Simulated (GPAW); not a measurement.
# MnGe7 (Ge16x211 Mn2 nn): parallel and opposed starts

Wanted: the moments of MnGe7 (Ge16x211 Mn2 nn) and the energy of each order that was tried.

Program: GPAW 26.7.0. Level of theory: PBE; plane waves with GPAW's PAW setups, scalar-relativistic. Results are calculated unless marked as measured.

### Step 1. Set-up

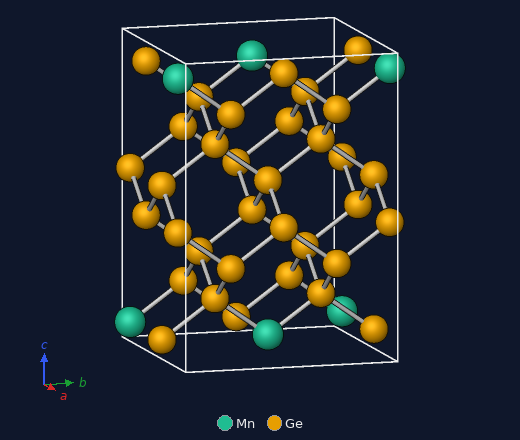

The starting structure, seen slightly off an axis (manganese teal, germanium orange). This picture shows the conventional cell, with its axes. Some periodic images of atoms are drawn too.

Structure file:

```cif
data_structure
_symmetry_space_group_name_H-M 'C2/m'
_symmetry_Int_Tables_number 12
_cell_length_a 8.0016
_cell_length_b 8.0016
_cell_length_c 11.3160
_cell_angle_alpha 90.000
_cell_angle_beta 90.000
_cell_angle_gamma 90.000
_cell_volume 724.52
loop_
_atom_site_label
_atom_site_type_symbol
_atom_site_symmetry_multiplicity
_atom_site_Wyckoff_symbol
_atom_site_fract_x
_atom_site_fract_y
_atom_site_fract_z
_atom_site_occupancy
Mn1 Mn 4 i 0.87500 0.00000 0.93750 1
Ge1 Ge 4 i 0.37500 0.00000 0.93750 1
Ge2 Ge 8 j 0.12500 0.25000 0.18750 1
Ge3 Ge 8 j 0.37500 0.25000 0.31250 1
Ge4 Ge 4 i 0.87500 0.00000 0.43750 1
Ge5 Ge 4 i 0.37500 0.00000 0.43750 1
```

The cell is a made-up one and need not be a known phase.

### Step 2. Start 1: ferro ++

Parallel moments need no larger cell; this start tests for a ferromagnetic state only.

order1.py reads:

```python
import json
import numpy as np
from ase import Atoms
from ase.parallel import paropen, parprint
from gpaw import GPAW

atoms = Atoms(['Mn', 'Mn', 'Ge', 'Ge', 'Ge', 'Ge', 'Ge', 'Ge', 'Ge', 'Ge', 'Ge', 'Ge', 'Ge', 'Ge', 'Ge', 'Ge'],
    cell=[[11.316, 0.0, 0.0],
         [0.0, 5.658, 0.0],
         [0.0, 0.0, 5.658]],
    scaled_positions=[[0.0, 0.0, 0.0],
         [0.125, 0.25, 0.25],
         [0.0, 0.5, 0.5],
         [0.125, 0.75, 0.75],
         [0.25, 0.0, 0.5],
         [0.375, 0.25, 0.75],
         [0.25, 0.5, 0.0],
         [0.375, 0.75, 0.25],
         [0.5, 0.0, 0.0],
         [0.625, 0.25, 0.25],
         [0.5, 0.5, 0.5],
         [0.625, 0.75, 0.75],
         [0.75, 0.0, 0.5],
         [0.875, 0.25, 0.75],
         [0.75, 0.5, 0.0],
         [0.875, 0.75, 0.25]],
    pbc=True,
    magmoms=[4.5, 4.5, 0.0, 0.0, 0.0, 0.0, 0.0, 0.0, 0.0, 0.0, 0.0, 0.0, 0.0, 0.0, 0.0, 0.0])
atoms.calc = GPAW(mode={'name': 'pw', 'ecut': 450},
    xc='PBE',
    kpts={'size': (3, 5, 5), 'gamma': True},
    occupations={'name': 'fermi-dirac', 'width': 0.05},
    convergence={'density': 1e-05, 'energy': 1e-05},
    maxiter=200,
    mixer={'name': 'pulay', 'beta': 0.05, 'nmaxold': 6, 'weight': 50},
    symmetry={'tolerance': 1e-4},
    txt='order1.txt')
e = atoms.get_potential_energy(force_consistent=True)
res = {'free_energy': e, 'energy_sigma0': atoms.get_potential_energy(), 'fermi_energy': atoms.calc.get_fermi_level()}
res['moments'] = atoms.get_magnetic_moments().tolist()
res['total'] = atoms.get_magnetic_moment()
parprint('site moments (muB):', np.round(res['moments'], 3))
parprint(f"total moment: {res['total']:.3f} muB")
parprint(f'free energy: {e:.6f} eV')
atoms.calc.write('order1.gpw')
with paropen('results.json', 'w') as f:
    json.dump(res, f)
```

Started as:

```sh
> OMP_NUM_THREADS=1 mpirun -n 4 gpaw python order1.py > order1.log
```

Numbers of over 12 decimals in the logs are rounded to 6 here.

What it wrote:

```text
site moments (muB): [ 3.016  3.016 -0.041 -0.041 -0.048  0.    -0.048  0.    -0.01  -0.01
 -0.005 -0.005  0.    -0.048  0.    -0.048]
total moment: 6.037 muB
free energy: -78.440905 eV

--- order1.txt ---
Input parameters:
  mode=PW(ecut=450),
  convergence={'density': 1e-05, 'energy': 1e-05},
  kpts=MonkhorstPack(size=(3, 5, 5), gamma=True),
  maxiter=200,
  mixer=Pulay(name='pulay', nmaxold=6, beta=0.05, weight=50, sigma=0.015, g_ss=None),
  occupations=Occupations(name='fermi-dirac', width=0.05),
  symmetry=Symmetry(tolerance=0.0001),
  xc=XC(name='PBE')

Diagonalizing LCAO Hamiltonian
Converting LCAO to pw mode
    .---------------------------.
   /|                           |
  / |  Ge            Ge         |
 *  |                           |
 |  |       Ge            Ge    |
 | Ge            Ge             |
 |  |   Ge    Ge      Ge    Ge  |
 |  .---------------------------.
 | / Mn  Ge        Ge  Ge      /
 |/                           /
 Mn------------Ge------------*

Atoms  # Å, Bohr magnetons
|    | symbol |        x |        y |        z |    initial magnetic moments |
|----|--------|----------|----------|----------|-----------------------------|
|  0 |     Mn | 0.000000 | 0.000000 | 0.000000 | ( 0.0000,  0.0000,  4.5000) |
|  1 |     Mn | 1.414500 | 1.414500 | 1.414500 | ( 0.0000,  0.0000,  4.5000) |
|  2 |     Ge | 0.000000 | 2.829000 | 2.829000 | ( 0.0000,  0.0000,  0.0000) |
|  3 |     Ge | 1.414500 | 4.243500 | 4.243500 | ( 0.0000,  0.0000,  0.0000) |
|  4 |     Ge | 2.829000 | 0.000000 | 2.829000 | ( 0.0000,  0.0000,  0.0000) |
|  5 |     Ge | 4.243500 | 1.414500 | 4.243500 | ( 0.0000,  0.0000,  0.0000) |
|  6 |     Ge | 2.829000 | 2.829000 | 0.000000 | ( 0.0000,  0.0000,  0.0000) |
|  7 |     Ge | 4.243500 | 4.243500 | 1.414500 | ( 0.0000,  0.0000,  0.0000) |
|  8 |     Ge | 5.658000 | 0.000000 | 0.000000 | ( 0.0000,  0.0000,  0.0000) |
|  9 |     Ge | 7.072500 | 1.414500 | 1.414500 | ( 0.0000,  0.0000,  0.0000) |
| 10 |     Ge | 5.658000 | 2.829000 | 2.829000 | ( 0.0000,  0.0000,  0.0000) |
| 11 |     Ge | 7.072500 | 4.243500 | 4.243500 | ( 0.0000,  0.0000,  0.0000) |
| 12 |     Ge | 8.487000 | 0.000000 | 2.829000 | ( 0.0000,  0.0000,  0.0000) |
| 13 |     Ge | 9.901500 | 1.414500 | 4.243500 | ( 0.0000,  0.0000,  0.0000) |
| 14 |     Ge | 8.487000 | 2.829000 | 0.000000 | ( 0.0000,  0.0000,  0.0000) |
| 15 |     Ge | 9.901500 | 4.243500 | 1.414500 | ( 0.0000,  0.0000,  0.0000) |

Unit cell  # Å
| periodic |         x |        y |        z |   lengths |    angles |
|----------|-----------|----------|----------|-----------|-----------|
|      yes | 11.316000 | 0.000000 | 0.000000 | 11.316000 | 90.000000 |
|      yes |  0.000000 | 5.658000 | 0.000000 |  5.658000 | 90.000000 |
|      yes |  0.000000 | 0.000000 | 5.658000 |  5.658000 | 90.000000 |

Number of symmetries: 2

BZ-sampling:
  Number of BZ points: 75
  Number of IBZ points: 24

  Monkhorst-Pack size: [3, 5, 5]
  Monkhorst-Pack shift: [0, 0, 0]

K-points  # in reciprocal-cell coordinates
|     |                                coordinates |     weight |
|-----|--------------------------------------------|------------|
|   0 | (  0.00000000,   0.00000000,   0.00000000) | 0.01333333 |
|   1 | (  0.00000000,   0.20000000,  -0.20000000) | 0.02666667 |
|   2 | (  0.00000000,   0.20000000,   0.00000000) | 0.05333333 |
|   3 | (  0.00000000,   0.20000000,   0.20000000) | 0.02666667 |
|   4 | (  0.00000000,   0.40000000,  -0.40000000) | 0.02666667 |
|   5 | (  0.00000000,   0.40000000,  -0.20000000) | 0.05333333 |
|   6 | (  0.00000000,   0.40000000,   0.00000000) | 0.05333333 |
|   7 | (  0.00000000,   0.40000000,   0.20000000) | 0.05333333 |
|   8 | (  0.00000000,   0.40000000,   0.40000000) | 0.02666667 |
|   9 | (  0.33333333,  -0.40000000,  -0.40000000) | 0.02666667 |
| ... |                                            |            |
|  23 | (  0.33333333,   0.40000000,   0.40000000) | 0.02666667 |

Plane wave coefficients: 7882
Cutoff: 450.000000 eV

Spin-components: 2 (collinear spins)
Bands:           61
Projectors:      82
Spin-degeneracy: 1
Datatype:        complex128

Parallelization:
  kpt:    4
  domain: 1
  band:   1

Density:
  Valence electrons: 86.0
  Components: 2
  Grid points: [56 28 28]
  Charge: 0.0  # |e|

Potential:
  Grid points: [56 28 28]

species:
  Mn:
    name:    Manganese
    Z:       25.0
    valence: 15
    core:    10
    charge:  0.0  # [|e|]
    compensation charges:
      type: gauss
      rc: 0.38  # [Å]
      lmax: 2
    cutoffs:
      filter: 2.14  # [Å]
      core: 0.86  # [Å]
    projectors
    | kind |    occ | energy [eV] | rcut [Å] |
    |------|--------|-------------|----------|
    |   3s |  2.000 |     -85.859 |    1.275 |
    |   4s |  2.000 |      -5.106 |    1.275 |
    |   3p |  6.000 |     -54.597 |    1.281 |
    |   4p |  0.000 |      -1.371 |    1.281 |
    |   3d |  5.000 |      -6.771 |    1.138 |
    |    d |        |      20.441 |    1.138 |

    Using partial waves for Mn as LCAO basis

  Ge:
    name:    Germanium
    Z:       32.0
    valence: 4
    core:    28
    charge:  0.0  # [|e|]
    compensation charges:
      type: gauss
      rc: 0.32  # [Å]
      lmax: 2
    cutoffs:
      filter: 1.77  # [Å]
      core: 3.42  # [Å]
    projectors
    | kind |    occ | energy [eV] | rcut [Å] |
    |------|--------|-------------|----------|
    |   4s |  2.000 |     -11.726 |    1.005 |
    |   4p |  2.000 |      -3.896 |    1.005 |
    |    s |        |      15.485 |    1.005 |
    |    p |        |      23.315 |    1.005 |
    |    d |        |       0.000 |    1.005 |

    Using partial waves for Ge as LCAO basis

Reference energy: -862395.106081  # eV

eigensolver:
  PPCG
  Converge bands: occupied
  niter=2

density mixing:
  Pulay-Mixer
  Linear mixing parameters: 0.05
  Old densities: 6
  Fourier metric: weight=50, sigma=0.015

occupation numbers:
  Fermi-Dirac:
    width: 0.0500  # eV

poisson solver:
  ecut: 3600.000000  # eV

xc functional:
  name: PBE with 2 nearest neighbor stencil

convergence criteria:
- Maximum integral of absolute [dens]ity change: 1e-05 electrons / valence electron
- Maximum [total energy] change in last 3 cyles: 1e-05 eV / valence electron
- Maximum integral of absolute [eigenst]ate change: 4e-08 eV^2 / valence electron
maximum number of iterations: 200

SCF iterations
|iter     |      energy | eigst |  dens |  magmom |
|---------|-------------|-------|-------|---------|
|iter:   1|       0s |  -79.238345 | +0.14 |       |  +9.0194|
|iter:   2|      21s |  -78.158957 | -1.25 | -0.84 |  +8.8540|
|iter:   3|      44s |  -78.137023 | -2.45 | -0.96 |  +8.7525|
|iter:   4|      64s |  -78.193049 | -1.67 | -0.99 |  +8.0272|
|iter:   5|      83s |  -78.256102 | -2.39 | -1.21 |  +7.5483|
|iter:   6|     104s |  -78.356895 | -2.45 | -1.41 |  +7.0463|
|iter:   7|     126s |  -78.373359 | -2.55 | -1.72 |  +6.7108|
|iter:   8|     144s |  -78.393836 | -3.15 | -1.99 |  +6.5129|
|iter:   9|     163s |  -78.416303 | -3.04 | -2.06 |  +6.2365|
|iter:  10|     182s |  -78.410074 | -3.43 | -2.34 |  +6.3485|
[... 14 iterations left out ...]
|iter:  25|     494s |  -78.427122c| -7.48c| -3.96 |  +6.0357|
|iter:  26|     516s |  -78.427121c| -7.56c| -4.04 |  +6.0364|
|iter:  27|     538s |  -78.427120c| -7.36 | -4.20 |  +6.0371|
|iter:  28|     550s |  -78.427120c| -7.74c| -4.53 |  +6.0373|
|iter:  29|     562s |  -78.427119c| -7.68c| -4.64 |  +6.0373|
|iter:  30|     575s |  -78.427118c| -8.27c| -4.74 |  +6.0374|
|iter:  31|     587s |  -78.427118c| -8.57c| -4.83 |  +6.0374|
|iter:  32|     600s |  -78.427118c| -8.88c| -4.87 |  +6.0374|
|iter:  33|     611s |  -78.427119c| -8.09c| -4.90 |  +6.0373|
|iter:  34|     622s |  -78.427119c| -8.37c| -5.10c|  +6.0373|

Converged in 34 steps
Energy contributions relative to reference atoms: (reference = -862395.106081)

Energy contributions:
  Kinetic:         191.608162
  Coulomb:        -169.891729
  Zero:              0.405388
  External:          0.000000
  Xc:             -100.535153
  Entropy:          -0.027573
  Spinorbit:         0.000000
  ----------------------------
  Free energy:     -78.440905
  Extrapolated:    -78.427119

dipole moment: (-62.256230, -68.005617, -68.005617)  # |e|*Ang

Total magnetic moment: (0.000000, 0.000000, 6.037328)

Local magnetic moments
|        x |        y |         z |
|----------|----------|-----------|
| 0.000000 | 0.000000 |  3.015800 |  # Mn   0
| 0.000000 | 0.000000 |  3.015800 |  # Mn   1
| 0.000000 | 0.000000 | -0.040782 |  # Ge   2
| 0.000000 | 0.000000 | -0.040782 |  # Ge   3
| 0.000000 | 0.000000 | -0.047622 |  # Ge   4
| 0.000000 | 0.000000 |  0.000137 |  # Ge   5
| 0.000000 | 0.000000 | -0.047622 |  # Ge   6
| 0.000000 | 0.000000 |  0.000137 |  # Ge   7
| 0.000000 | 0.000000 | -0.010158 |  # Ge   8
| 0.000000 | 0.000000 | -0.010158 |  # Ge   9
| 0.000000 | 0.000000 | -0.005216 |  # Ge  10
| 0.000000 | 0.000000 | -0.005216 |  # Ge  11
| 0.000000 | 0.000000 |  0.000137 |  # Ge  12
| 0.000000 | 0.000000 | -0.047622 |  # Ge  13
| 0.000000 | 0.000000 |  0.000137 |  # Ge  14
| 0.000000 | 0.000000 | -0.047622 |  # Ge  15

Fermi level: 5.173
Eigenvalues  # (at kpt = [0.000, 0.000, 0.000])
| band index |      eig [eV] | occ [0-1] |      eig [eV] | occ [0-1] |
|------------|---------------|-----------|---------------|-----------|
|          0 |       -75.154 |     1.000 |       -71.820 |     1.000 |
|        ... |               |           |               |           |
|         35 |         3.018 |     1.000 |         4.415 |     1.000 |
|         36 |         3.138 |     1.000 |         4.765 |     1.000 |
|         37 |         3.549 |     1.000 |         4.812 |     0.999 |
|         38 |         3.591 |     1.000 |         4.972 |     0.983 |
|         39 |         3.696 |     1.000 |         4.973 |     0.982 |
|         40 |         3.713 |     1.000 |         5.455 |     0.004 |
|         41 |         4.130 |     1.000 |         5.672 |     0.000 |
|         42 |         4.471 |     1.000 |         6.129 |     0.000 |
|         43 |         4.496 |     1.000 |         6.206 |     0.000 |
|         44 |         4.599 |     1.000 |         6.256 |     0.000 |
|         45 |         4.852 |     0.998 |         6.304 |     0.000 |
|         46 |         5.363 |     0.022 |         6.605 |     0.000 |
|         47 |         6.410 |     0.000 |         6.670 |     0.000 |
|         48 |         6.581 |     0.000 |         6.748 |     0.000 |
|         49 |         6.676 |     0.000 |         6.890 |     0.000 |
|         50 |         6.990 |     0.000 |         7.483 |     0.000 |
|        ... |               |           |               |           |
|         60 |         8.902 |     0.000 |         8.952 |     0.000 |

No gap
No difference between direct/indirect transitions
```

It took 11 min on 4 MPI ranks of Intel Xeon at 2.50GHz (Skylake/Cascade Lake), shared host; peak memory 1.5 GiB; 44 min of CPU time.

Spin moment in the augmentation sphere by atom:

| atom | spin moment in the augmentation sphere (μB) |
| --- | --- |
| Mn1 | 3.02 |
| Mn2 | 3.02 |
| Ge3 | -0.04 |
| Ge4 | -0.04 |
| Ge5 | -0.05 |
| Ge6 | 0.00 |
| Ge7 | -0.05 |
| Ge8 | 0.00 |
| Ge9 | -0.01 |
| Ge10 | -0.01 |
| Ge11 | -0.01 |
| Ge12 | -0.01 |
| Ge13 | 0.00 |
| Ge14 | -0.05 |
| Ge15 | 0.00 |
| Ge16 | -0.05 |

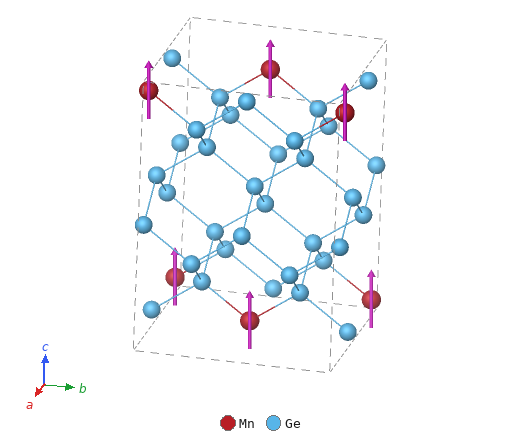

Spin moment in the augmentation sphere as arrows, the longest 3.02 μB. Up and down stand for the sign. Arrows give size and sign along the axis of quantisation, drawn up and down the page. Some periodic images of atoms are drawn too.

This step gave:

```
magnetization : 6.037 μB
final state   : ferromagnetic
```

After 34 cycles the largest moment stands at 3.02 μB.

(Continued in part 2 of 2.)

[Logs and program files are shortened in this print: banners, set-up blocks, solver, clock and traceback lines can be left out without a mark of their own.]

[Logs are printed without paths, hosts, clocks, repeated set-up lines and the standing remarks that a program may print on its own settings, such as how far it seeks lower states.]

[Hosts, paths, dates, database ids (printed as entryN), source tags and the programs' standing remarks are cut or masked in the printed files.]

[Where a cell is said to come from a database of computed structures, the database is the Materials Project.]
